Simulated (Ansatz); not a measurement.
WS2 (P6_3/mmc): refractive index against wavelength

The refractive index of WS2 (P6_3/mmc) along x below the direct gap (1.74 eV on the mesh) is read from one computed spectrum, n = √(Re ε). x, y and z are the Cartesian axes of the input cell.

Symmetry: P6_3/mmc, No. 194, hexagonal system. Conventional cell: a = 3.180 Å, b = 3.180 Å, c = 12.500 Å, α = 90.00°, β = 90.00°, γ = 120.00°. W on site c is surrounded by 6 S at 2.41 Å. S on site f has 3 W at 2.41 Å as nearest neighbours.

Method: Ansatz 0.2.0, PBE, independent particles, k-mesh 9×9×2 with interpolation inside its cells, Gaussian parameter 0.1 eV.

Launch of the response step: `ansatz run input.yaml --threads 4 --pin off --max-ram 8192MiB --backend cpu --events-out ev --progress --plain --runs-dir out`. The run took 57 s, on 4 threads of Arm Neoverse V1 (shared host).

| wavelength (nm) | photon energy E (eV) | n |
| --- | --- | --- |
| 3000 | 0.413 | 3.8250 |
| 2000 | 0.620 | 3.8591 |
| 1550 | 0.800 | 3.9023 |
| 1310 | 0.946 | 3.9491 |
| 1064 | 1.165 | ? |

In the single-oscillator model n² − 1 = E₀E_d/(E₀² − E²), so 1/(n² − 1) = E₀/E_d − E²/(E₀E_d) is linear in E².

Working, on the rows shown:

| x = E² (eV²) | y = 1/(n² − 1) |
| --- | --- |
| 0.170801 | 0.0733642 |
| 0.384302 | 0.0719805 |
| 0.639837 | 0.0702842 |
| 0.895757 | 0.0685148 |

Means: x̄ = 0.52267, ȳ = 0.071036. Σ(x − x̄)(y − ȳ) = -0.001979, Σ(x − x̄)² = 0.2959. Slope = -0.001979 / 0.2959 = -0.006687; intercept = ȳ − slope · x̄ = 0.074531. Turned back into n, the line misses the rows shown by at most 0.00082.

What does the fit predict for the withheld row, and how well does it do?

At x = 1.3578 the line gives y = 0.065451, that is 4.0347. The run gave 4.0445, so the extrapolation is off by 0.0098, 4 % of the range in the table.

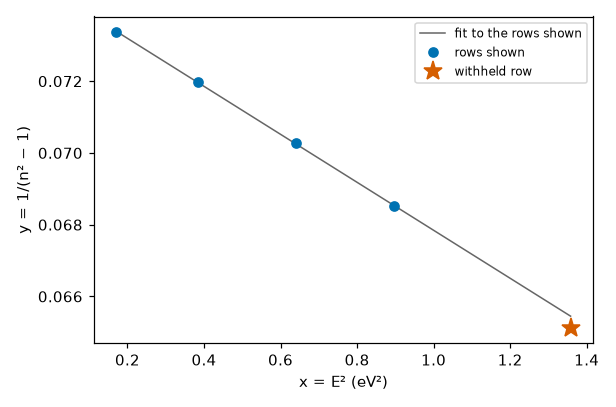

Refitted with all rows, the slope is -0.006952 and the intercept 0.074646. These give E₀ = √(intercept/−slope) = 3.28 eV and E_d = E₀/intercept = 43.9 eV; E₀ is 1.9 times the direct gap. The electronic limit at long wavelengths, without lattice vibrations, is n = √(1 + 1/intercept) = 3.794. The cell comes from an older database entry, whose edges can be off by a per cent or so. Excitons are left out and so are local fields; PBE gaps are as a rule too small. Spin-orbit coupling is left out.
